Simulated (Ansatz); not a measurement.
Consider H₈N₂OSi₂···H₄NSi (doublet).

Input file:

```
crystal:
  periodic: [false, false, false]
  atoms:
    - {symbol: Si, position_ang: [0.789263, -0.153607, 0.807921]}
    - {symbol: N, position_ang: [1.360756, -0.525322, -1.211309]}
    - {symbol: Si, position_ang: [0.776559, 0.254282, -2.641631]}
    - {symbol: N, position_ang: [-0.682517, 0.662041, 0.386768]}
    - {symbol: Si, position_ang: [-1.682096, 1.555847, 1.476828]}
    - {symbol: O, position_ang: [0.742230, -0.061127, 2.486637]}
    - {symbol: H, position_ang: [0.840681, -1.627036, -0.635532]}
    - {symbol: N, position_ang: [0.412240, -1.969747, 0.481279]}
    - {symbol: H, position_ang: [2.373989, -0.583786, -1.194318]}
    - {symbol: H, position_ang: [1.184318, 1.684054, -2.734199]}
    - {symbol: H, position_ang: [1.218954, -0.424953, -3.891809]}
    - {symbol: H, position_ang: [-0.713262, 0.208313, -2.597911]}
    - {symbol: H, position_ang: [-0.918128, 0.765410, -0.589164]}
    - {symbol: H, position_ang: [-1.020695, 2.748387, 2.068064]}
    - {symbol: H, position_ang: [-2.879179, 2.001575, 0.713603]}
    - {symbol: H, position_ang: [-2.144366, 0.697460, 2.606512]}
    - {symbol: H, position_ang: [-0.051278, -0.368459, 2.937503]}
    - {symbol: H, position_ang: [-0.569793, -2.215537, 0.537652]}
    - {symbol: H, position_ang: [0.962421, -2.647795, 0.993304]}
basis:
  gaussian: {orbitals: def2-TZVPP}
magnetization: {spin_polarized: true, initial_magnetization: 1}
hamiltonian: {xc: pbe0, dispersion: d4}
output: {orbitals: {seedname: orbitals}}
```

Command:

```sh
ansatz run in.yaml --threads 4 --pin off --events-out ev --progress --plain --max-ram 66560MiB --backend cuda --devices 0, --max-vram 37GiB
```

A transition-state structure; geometry: PBE0-D4/def2-TZVP.

Computed with Ansatz, UKS PBE0-D4/def2-TZVPP.

Question: What will maps of the electron density, electron localisation function and spin density show?

Answer: Si–O (1.68 Å): ρ is about 1.1 e/Å³ halfway; the ELF peaks at about 0.85 between the atoms: a shared but strongly polarised pair.
Si–N (1.73 Å): ρ at the midpoint is about 1.1 e/Å³; the ELF peaks at about 0.90 between the atoms; a polar covalent bond.
N–H (1.01 Å): ρ is about 2.9 e/Å³ halfway; the ELF climbs to about 1 towards the hydrogen, as it does in any bond to H: an ordinary covalent bond to hydrogen.
The unpaired spin (1 electron) lies mostly on Si1 (about 0.7) and N2 (about 0.1), in electrons by Hirshfeld's partition.

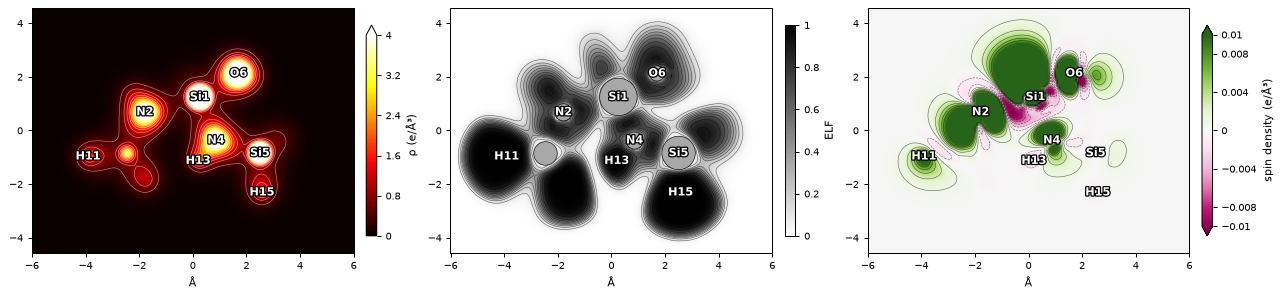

Computed electron density, electron localisation function and spin density on the plane of atoms N4, Si1 and O6, in this order. Grey discs cover the atomic cores in the ELF map. 
